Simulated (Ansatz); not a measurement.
Cl₂H₆OW

The calculation's input:

```
crystal:
  periodic: [false, false, false]
  atoms:
    - { symbol: W, position_ang: [-0.494091, -0.008197, 0.076622] }
    - { symbol: O, position_ang: [-0.309842, -0.016311, 1.987852] }
    - { symbol: H, position_ang: [0.415036, -0.362884, 2.521406] }
    - { symbol: H, position_ang: [1.148771, -0.247512, 0.179869] }
    - { symbol: H, position_ang: [0.473218, 1.242034, -0.49881] }
    - { symbol: Cl, position_ang: [-2.277782, -0.537524, -1.268494] }
    - { symbol: H, position_ang: [0.125554, -1.542772, 0.052757] }
    - { symbol: H, position_ang: [0.35058, -0.485523, -1.273769] }
    - { symbol: Cl, position_ang: [-2.328588, 2.543392, 1.797711] }
    - { symbol: H, position_ang: [-1.597157, 1.694996, 2.526356] }
basis:
  gaussian: { orbitals: def2-SVP }
hamiltonian:
  xc: pbe0
relax:
  f_tol: 0.03
  max_steps: 50
output:
  orbitals: {}
```

Launched as:

```sh
ansatz run input.yaml --threads 2 --pin off --max-ram 3072MiB --backend cpu --events-out ev --progress --plain --runs-dir out
```

The fields are those of the run's last geometry, not of the input's.

Core potentials replace the inner electrons of W.

Theory: RKS PBE0/def2-SVP in Ansatz.

**Predict the electron density and electron localisation function between the atoms.**

W–O (1.92 Å): ρ at the midpoint is about 1.1 e/Å³; the ELF peaks at about 0.85 in the valence shell of O, 0.6 Å from its nucleus, and drops to about 0.25 between the two atoms.
O–H (0.96 Å): ρ at the midpoint is about 3.7 e/Å³; the ELF climbs to about 1 towards the hydrogen, as it does in any bond to H (an ordinary covalent bond to hydrogen).
Cl–H (1.31 Å): ρ at the midpoint is about 1.9 e/Å³; the ELF climbs to about 1 towards the hydrogen.

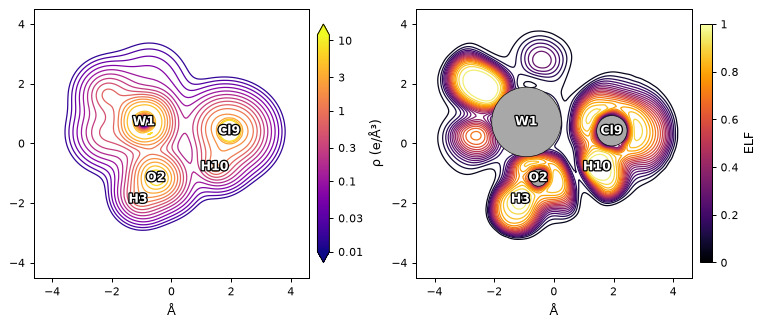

Computed electron density and electron localisation function on the plane of atoms O2, W1 and Cl9, in this order. Grey discs cover the atomic cores in the ELF map. 
